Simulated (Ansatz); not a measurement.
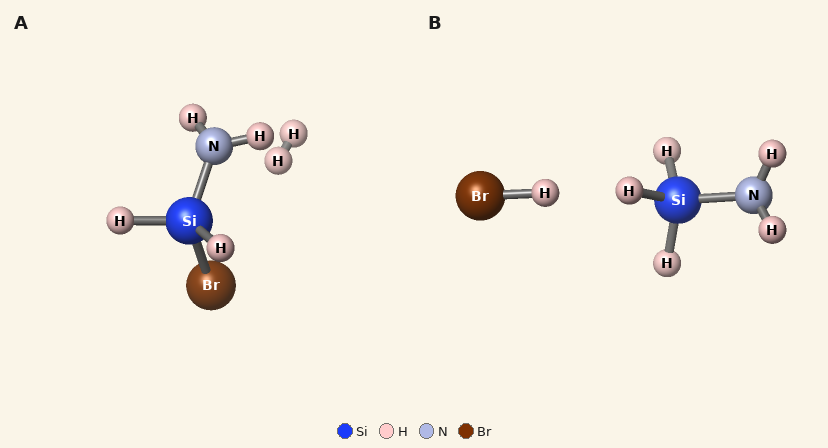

2 stationary structures of one formula. Geometries: PBE0-D4/def2-TZVP. Electronic energies: CCSD(T)/CBS (MP2 limit from def2-TZVPP and def2-QZVPP plus CCSD(T) − MP2) (Ansatz 0.2.0), without zero-point energy. No frequency run is at hand to confirm each as a minimum. Each is one conformer, not always the lowest.

Question: Which is lowest in energy, and by how much?

Answer: A is lowest; B lies 0.932 eV above it (a minimum).

Give E(B) − E(A) in eV at these levels too: r2SCAN-D4/def2-TZVPP; RHF-CCSD(T) (frozen core)/def2-TZVPP; RHF/STO-3G; SPW92 (LDA)/def2-TZVPP; SPW92 (LDA)/def2-SVP; RHF-CCSD(T) (frozen core)/def2-SVP; r2SCAN0-D4/def2-TZVPP; ωB97M-V/def2-TZVPP.

```tsv
level	E(B) − E(A) (eV)
r2SCAN-D4/def2-TZVPP	+0.946
RHF-CCSD(T) (frozen core)/def2-TZVPP	+0.857
RHF/STO-3G	+1.121
SPW92 (LDA)/def2-TZVPP	+0.801
SPW92 (LDA)/def2-SVP	+0.764
RHF-CCSD(T) (frozen core)/def2-SVP	+0.747
r2SCAN0-D4/def2-TZVPP	+0.943
ωB97M-V/def2-TZVPP	+0.924
```
